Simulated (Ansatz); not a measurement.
The relaxed structure here is a generated cell of SnSe: the first start was made by placing the elements on the sites of a structure type, and the end was not matched to a known phase here, so it may be hypothetical. Known forms of SnSe include space group No. 62.

One stationary structure of SnSe. Computed with PBE (plane waves to 420 eV, PAW, scalar-relativistic; Ansatz, an electronic-structure program).

P6₃mc (No. 186), hP4; a = b = 5.110 Å, c = 6.164 Å, α = β = 90.00°, γ = 120.00°.

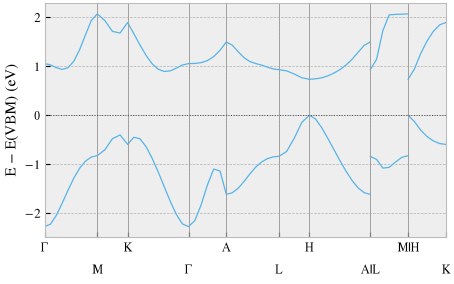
*Highest filled and lowest empty band along the path of this cell's Brillouin zone*

Q: Read off the gap and say whether it is direct.

A: 0.73 eV, direct at H (no spin-orbit coupling).

Q: How far does the top valence band disperse along this path?

A: About 2.3 eV.

No spin polarisation in the result.

The run could not lower the symmetry of its start; a shaken copy of this end point relaxes with PBE to I4mm (No. 107), 0.097 eV/atom lower.
